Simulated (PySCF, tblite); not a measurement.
**C₂H₅F₃SSi: geometry, infrared bands and NMR shifts**

Wanted: the infrared bands and NMR shifts of C₂H₅F₃SSi (`CCS[Si](F)(F)F`), by calculation.

Programs: tblite 0.8.0 and PySCF 2.14.0, with density-fitted response routines of our own. Each step states its level of theory. These are calculated values for one molecule in the gas phase, unless marked as measured. Atoms count from 0, in the outputs and in this text.

### Step 1. The starting structure

12 atoms, charge 0, multiplicity 1; geometry from: force field or distance geometry start.

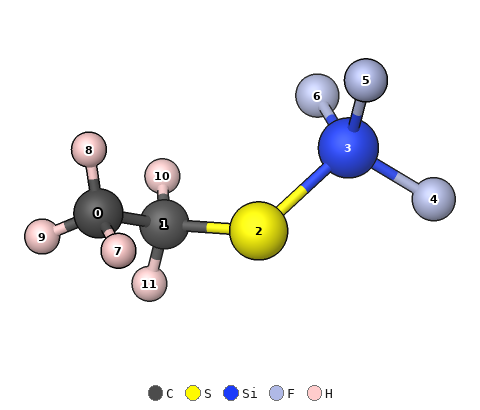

As it starts; carbon dark grey, sulfur yellow, silicon blue, fluorine light blue, hydrogen pink, atoms numbered.

### Step 2. Geometry optimisation with GFN2-xTB

Job settings and geometry (Å):

```
{"job": {"kind": "relax", "xc": "GFN2-xTB", "basis": "xTB"}, "charge": 0, "multiplicity": 1}
C     -2.011100     0.099700    -0.058800
C     -0.776800    -0.671500     0.341000
S      0.359600     0.516900     1.093200
Si     2.311800     0.494400     0.224700
F      3.478600     0.208000     1.432400
F      2.556700     1.962500    -0.553600
F      2.481400    -0.726100    -0.939200
H     -2.137200     0.871200     0.748700
H     -1.917100     0.528900    -1.061500
H     -2.839600    -0.639100    -0.079600
H     -0.360900    -1.220300    -0.512200
H     -1.144000    -1.425500     1.103700
```

On the command line:

```sh
OMP_NUM_THREADS=1 python probes_run.py task.json out
```

One launch serves the whole session: the jobs run in the order shown.

**Question.** This job is followed by: GFN2-xTB harmonic vibrations, gas phase; GIAO PBE0/pcSseg-1 NMR shielding, non-relativistic, gas phase. What will the session give for the following? strongest single infrared mode (GFN2-xTB); zero-point energy (GFN2-xTB); 13C shifts against TMS (PBE0/pcSseg-1); 1H shifts against TMS (PBE0/pcSseg-1, means over atoms taken as alike); 33S shifts against CS2 (PBE0/pcSseg-1); 29Si shifts against TMS (PBE0/pcSseg-1); 19F shifts against CFCl3 (PBE0/pcSseg-1, means over atoms taken as alike); surface potential, least and greatest.

The runs gave:

| quantity | value |
| --- | --- |
| strongest single infrared mode (GFN2-xTB) | 854 cm⁻¹, 276 km/mol |
| zero-point energy (GFN2-xTB) | 47.4 kcal/mol |
| 13C shifts against TMS (PBE0/pcSseg-1) | 29.5, 22.5 ppm |
| 1H shifts against TMS (PBE0/pcSseg-1, means over atoms taken as alike) | 2.79, 1.40 ppm |
| 33S shifts against CS2 (PBE0/pcSseg-1) | -108 ppm |
| 29Si shifts against TMS (PBE0/pcSseg-1) | -49.0 ppm |
| 19F shifts against CFCl3 (PBE0/pcSseg-1, means over atoms taken as alike) | -137.4 ppm |
| surface potential, least and greatest | -0.76 V and 1.49 V |

Over 90 steps the energy fell by 0.995 eV; of the close pairs, Si3–F4 changed most, 1.704 to 1.578 Å. No mode is imaginary among the 30: a minimum at this level. The strongest single mode, at 854 cm⁻¹, is spread over several atoms, Si3, F6, F5, F4 among them. Unscaled tight-binding wavenumbers are off by several per cent, some by more. Its intensities can rank the bands wrongly. At PBE0/pcSseg-1: Shielding is most anisotropic at S2 (span 281 ppm, paramagnetic term -447 ppm). At PBE0/pcSseg-1, counted by nearest atom on the grid, the HOMO lies on S2 80 %, the LUMO on S2 31 %; C1 18 %.
